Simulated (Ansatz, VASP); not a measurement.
# Te2Mo: VASP beside Ansatz

Wanted: the spread between two codes on one cell, functional and k mesh. The cell is taken from a series of VASP runs on this material, whose earlier steps may have relaxed, scaled or displaced it; both programs get it as it stands. Other levels of theory on this material are compared in a session of their own. Valence electrons are named where the data sets of a main pair hold unlike numbers.

Main program and level: Ansatz 0.2.0; plane waves, with VASP 6.6.1 beside it; band structure at PBE.

## (1) The starting structure

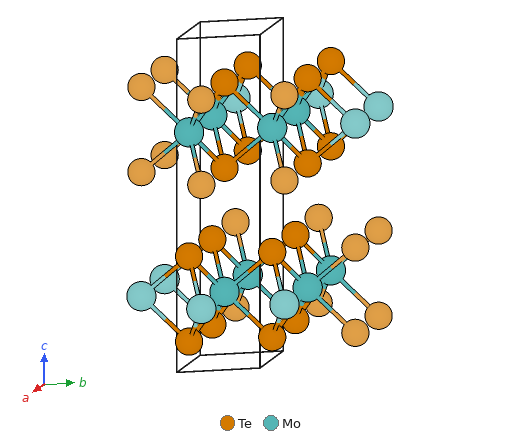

Start, viewed slightly off an axis; tellurium orange, molybdenum teal. 2×2×1 cells are drawn. Some periodic images of atoms are drawn too.

## (2) VASP: band structure, PBE

Levels along a path test the potential and the projectors away from the mesh points.

Lines of VASP's logs that name or quote its potential files are left out, and so is its time.

Input file INCAR:

```
SYSTEM = Te2Mo
PREC = Accurate
ENCUT = 350
EDIFF = 1E-06
NELM = 100
ISMEAR = 0
SIGMA = 0.03
LREAL = .FALSE.
ALGO = Normal
GGA = PE
NBANDS = 42
LASPH = .TRUE.
LORBIT = 11
LWAVE = .FALSE.
LCHARG = .FALSE.
KPAR = 8
```

Input file POSCAR:

```
Te2Mo
1.0
    3.5182000000      0.0000000000      0.0000000000
   -1.7591000000      3.0468505756      0.0000000000
    0.0000000000      0.0000000000     13.9736000000
Te Mo
4 2
Direct
    0.6666666667      0.3333333333      0.3777982746
    0.3333333333      0.6666666667      0.8777982746
    0.6666666667      0.3333333333      0.1222017254
    0.3333333333      0.6666666667      0.6222017254
    0.6666666667      0.3333333333      0.7500000000
    0.3333333333      0.6666666667      0.2500000000
```

Input file KPOINTS:

```
Automatic mesh
0
Gamma
8 8 2
0 0 0
```

Input file KPOINTS_OPT:

```
Line mode
8
Line-mode
Reciprocal
  0.00000000   0.00000000   0.00000000 GAMMA
  0.50000000   0.00000000   0.00000000 M

  0.50000000   0.00000000   0.00000000 M
  0.33333333   0.33333333   0.00000000 K

  0.33333333   0.33333333   0.00000000 K
  0.00000000   0.00000000   0.00000000 GAMMA

  0.00000000   0.00000000   0.00000000 GAMMA
  0.00000000   0.00000000   0.50000000 A

  0.00000000   0.00000000   0.50000000 A
  0.50000000   0.00000000   0.50000000 L

  0.50000000   0.00000000   0.50000000 L
  0.33333333   0.33333333   0.50000000 H

  0.33333333   0.33333333   0.50000000 H
  0.00000000   0.00000000   0.50000000 A

  0.50000000   0.00000000   0.50000000 L
  0.50000000   0.00000000   0.00000000 M

  0.33333333   0.33333333   0.00000000 K
  0.33333333   0.33333333   0.50000000 H
```

Potentials, in the order of the species: Te and Mo_sv (PBE family, release 64).

The run is started by

```
$ mpirun -np 8 vasp_std
```

Numbers of over 12 decimals in the logs are rounded to 6 here.

The program printed:

```text
[banner, memory and clock lines left out]
running    8 mpi-ranks, on    1 nodes
 distrk:  each k-point on    1 cores,    8 groups
 distr:  one band on    1 cores,    1 groups

 POSCAR found type information on POSCAR TeMo
 POSCAR found :  2 types and       6 ions
|                                                                             |
|           W    W    AA    RRRRR   N    N  II  N    N   GGGG   !!!           |
|           W    W   A  A   R    R  NN   N  II  NN   N  G    G  !!!           |
|           W    W  A    A  R    R  N N  N  II  N N  N  G       !!!           |
|           W WW W  AAAAAA  RRRRR   N  N N  II  N  N N  G  GGG   !            |
|           WW  WW  A    A  R   R   N   NN  II  N   NN  G    G                |
|           W    W  A    A  R    R  N    N  II  N    N   GGGG   !!!           |
|                                                                             |
|     For optimal performance we recommend to set                             |
|       NCORE = 2 up to number-of-cores-per-socket                            |
|     NCORE specifies how many cores store one orbital (NPAR=cpu/NCORE).      |
|     This setting can greatly improve the performance of VASP for DFT.       |
|     The default, NCORE=1 might be grossly inefficient on modern             |
|     multi-core architectures or massively parallel machines. Do your        |
|     Unfortunately you need to use the default for GW and RPA                |
|     calculations (for HF NCORE is supported but not extensively tested      |
|     yet).                                                                   |
|                                                                             |

 LDA part: xc-table for (Slater+PW92), standard interpolation
 POSCAR, INCAR and KPOINTS ok, starting setup
 FFT: planning ... GRIDC
 FFT: planning ... GRID_SOFT
 FFT: planning ... GRID
 WAVECAR not read
 entering main loop
       N       E                     dE             d eps       ncg     rms          rms(c)
DAV:   1     0.296322824411E+03    0.29632E+03   -0.22123E+04  1984   0.815E+02
DAV:   2    -0.221043195811E+02   -0.31843E+03   -0.30430E+03  2024   0.239E+02
DAV:   3    -0.369263038384E+02   -0.14822E+02   -0.14583E+02  1986   0.460E+01
DAV:   4    -0.371841047783E+02   -0.25780E+00   -0.25756E+00  1996   0.619E+00
DAV:   5    -0.371909222740E+02   -0.68175E-02   -0.68170E-02  2024   0.967E-01    0.220E+01
DAV:   6    -0.364258434617E+02    0.76508E+00   -0.44080E+00  1774   0.106E+01    0.906E+00
DAV:   7    -0.363903077001E+02    0.35536E-01   -0.32180E+00  1722   0.864E+00    0.608E+00
DAV:   8    -0.359559393581E+02    0.43437E+00   -0.77450E-01  1720   0.463E+00    0.206E+00
DAV:   9    -0.359639220293E+02   -0.79827E-02   -0.13177E-01  1962   0.142E+00    0.111E+00
DAV:  10    -0.359575718849E+02    0.63501E-02   -0.20457E-02  1796   0.753E-01    0.299E-01
DAV:  11    -0.359577261404E+02   -0.15426E-03   -0.12939E-03  2134   0.143E-01    0.128E-01
DAV:  12    -0.359576663233E+02    0.59817E-04   -0.14000E-04  1902   0.500E-02    0.114E-01
DAV:  13    -0.359576451360E+02    0.21187E-04   -0.14394E-04  1800   0.608E-02    0.108E-02
DAV:  14    -0.359576445212E+02    0.61486E-06   -0.63068E-06  1802   0.102E-02
   1 F= -.35957645E+02 E0= -.35957645E+02  d E =-.404786E-43
 Start KPOINTS_OPT (optional k-point list driver)
k-point batch [1-20\72]
       N       E                     dE             ncg
DAV:   1    -0.148200329972E+04   -0.24397E+05     2000
DAV:   2    -0.777431078293E+04   -0.62923E+04     2020
DAV:   3    -0.807327023307E+04   -0.29896E+03     2034
DAV:   4    -0.807859867724E+04   -0.53284E+01     1942
DAV:   5    -0.807874453851E+04   -0.14586E+00     2032
DAV:   6    -0.807874911898E+04   -0.45805E-02     1978
DAV:   7    -0.807874933641E+04   -0.21743E-03     2048
DAV:   8    -0.807874934730E+04   -0.10883E-04     1466
DAV:   9    -0.807874934786E+04   -0.56683E-06     1316
[...]
k-point batch [61-72\72]
       N       E                     dE             ncg
DAV:   1     0.564329878306E+04   -0.19531E+05     1200
DAV:   2     0.198674574266E+04   -0.36566E+04     1182
DAV:   3     0.180986319073E+04   -0.17688E+03     1176
DAV:   4     0.180686112694E+04   -0.30021E+01     1160
DAV:   5     0.180678735947E+04   -0.73767E-01     1106
DAV:   6     0.180678443801E+04   -0.29215E-02     1172
DAV:   7     0.180678430379E+04   -0.13422E-03     1128
DAV:   8     0.180678429733E+04   -0.64676E-05      914
DAV:   9     0.180678429702E+04   -0.30804E-06      664
```

OUTCAR, selected parts (step 2):

```text
ion  position               nearest neighbor table
   1  0.667  0.333  0.378-   6 2.70   6 2.70   6 2.70   3 3.57
   2  0.333  0.667  0.878-   5 2.70   5 2.70   5 2.70   4 3.57
   3  0.667  0.333  0.122-   6 2.70   6 2.70   6 2.70   1 3.57
   4  0.333  0.667  0.622-   5 2.70   5 2.70   5 2.70   2 3.57
   5  0.667  0.333  0.750-   2 2.70   4 2.70   2 2.70   4 2.70   2 2.70   4 2.70
   6  0.333  0.667  0.250-   1 2.70   3 2.70   1 2.70   3 2.70   1 2.70   3 2.70

  LATTYP: Found a hexagonal cell.
 ALAT       =     3.5182000000
 C/A-ratio  =     3.9718037633

 Subroutine GETGRP returns: Found 24 space group operations
 (whereof 12 operations were pure point group operations)

The static configuration has the point symmetry D_3d.
 The point group associated with its full space group is D_6h.

 Found     20 irreducible k-points:

   k-points           NKPTS =     20   k-points in BZ     NKDIM =     20   number of bands    NBANDS=     42

   dimension x,y,z NGX =    24 NGY =   24 NGZ =   90
   dimension x,y,z NGXF=    48 NGYF=   48 NGZF=  180

   ENCUT  =  350.0 eV  25.72 Ry    5.07 a.u.   5.37  5.37 21.32*2*pi/ulx,y,z

   NELECT =      52.0000    total number of electrons

 k-points in reciprocal lattice and weights: Automatic mesh
   0.00000000  0.00000000  0.00000000       0.008
   0.12500000  0.00000000  0.00000000       0.047
   0.25000000  0.00000000  0.00000000       0.047
   0.37500000  0.00000000  0.00000000       0.047
   0.50000000  0.00000000  0.00000000       0.023
   0.12500000  0.12500000  0.00000000       0.047
   0.25000000  0.12500000  0.00000000       0.094
   0.37500000  0.12500000  0.00000000       0.094
   0.25000000  0.25000000  0.00000000       0.047
[...]
0.25000000  0.25000000  0.50000000       0.047
   0.37500000  0.25000000  0.50000000       0.047

 average (electrostatic) potential at core
       1 -86.1692       2 -86.1692       3 -86.1692       4 -86.1692       5 -73.3912
       6 -73.3912

 E-fermi :   8.4625

 k-point     1 :       0.0000    0.0000    0.0000
  band No.  band energies     occupation
    ...
     22       7.0812      2.00000
     23       7.0812      2.00000
     24       7.1211      2.00000
     25       7.8388      2.00000
     26       8.1763      2.00000
     27      11.0752      0.00000
     28      11.0752      0.00000
     29      11.1966      0.00000
     30      11.1966      0.00000
     31      11.3280      0.00000
    ...

 k-point     2 :       0.1250    0.0000    0.0000
  band No.  band energies     occupation
    ...
     22       6.8123      2.00000
     23       7.0225      2.00000
     24       7.1654      2.00000
     25       7.9315      2.00000
     26       8.0486      2.00000
     27      10.4500      0.00000
     28      10.4942      0.00000
     29      10.5184      0.00000
     30      10.5949      0.00000
     31      10.8488      0.00000
    ...

 k-point     3 :       0.2500    0.0000    0.0000
  band No.  band energies     occupation
    ...
     22       6.8630      2.00000
     23       6.9344      2.00000
     24       7.0633      2.00000
     25       7.2466      2.00000
     26       7.3553      2.00000
     27       9.3683      0.00000
     28       9.9614      0.00000
     29      10.0489      0.00000
     30      10.1129      0.00000
     31      10.3440      0.00000
    ...

  Total        2.8391845      2.8391845      4.5197842      0.0000000      0.0000000      0.0000000
  in kB       30.3685610     30.3685610     48.3446364      0.0000000      0.0000000      0.0000000
  external PRESSURE =      36.3605861 kB  Pullay stress =       0.0000000 kB

  energy-cutoff  :      350.00
  volume of cell :      149.79
      direct lattice vectors                 reciprocal lattice vectors
     3.518200000  0.000000000  0.000000000     0.284236257  0.164103880  0.000000000
    -1.759100000  3.046850576  0.000000000     0.000000000  0.328207759  0.000000000
     0.000000000  0.000000000 13.973600000     0.000000000  0.000000000  0.071563520

 POSITION                                       TOTAL-FORCE (eV/Angst)
 -----------------------------------------------------------------------------------
      1.75910      1.01562      5.27920        -0.000000     -0.000000      0.443592
     -0.00000      2.03123     12.26600         0.000000     -0.000000      0.443592
      1.75910      1.01562      1.70760        -0.000000     -0.000000     -0.443592
     -0.00000      2.03123      8.69440         0.000000     -0.000000     -0.443592
      1.75910      1.01562     10.48020         0.000000     -0.000000     -0.000000
     -0.00000      2.03123      3.49340        -0.000000      0.000000     -0.000000
 -----------------------------------------------------------------------------------
    total drift:                               -0.000000      0.000000     -0.000000

  FREE ENERGIE OF THE ION-ELECTRON SYSTEM (eV)
  ---------------------------------------------------
  free  energy   TOTEN  =       -35.9576445212 eV

  energy  without entropy=      -35.9576445212  energy(sigma->0) =      -35.95764452

 total charge
# of ion       s       p       d       tot
------------------------------------------
    1        1.386   1.985   0.066   3.437
    2        1.386   1.985   0.066   3.437
    3        1.386   1.985   0.066   3.437
    4        1.386   1.985   0.066   3.437
    5        2.259   6.151   4.005  12.415
    6        2.259   6.151   4.005  12.415
--------------------------------------------------
tot         10.062  20.244   8.274  38.579

[... 3 further parts left out ...]
```

The run ends at a pressure of 3.64 GPa, with forces up to 0.44 eV/Å.

(Part 1 of 2 ends here.)

[Lines on the potential files, build, host, timing and source positions are cut from VASP's logs without a mark.]

[Logs are printed without paths, hosts, clocks, repeated set-up lines and the standing remarks that a program may print on its own settings, such as how far it seeks lower states.]

[Hosts, paths, dates, database ids (printed as entryN), source tags and the programs' standing remarks are cut or masked in the printed files.]
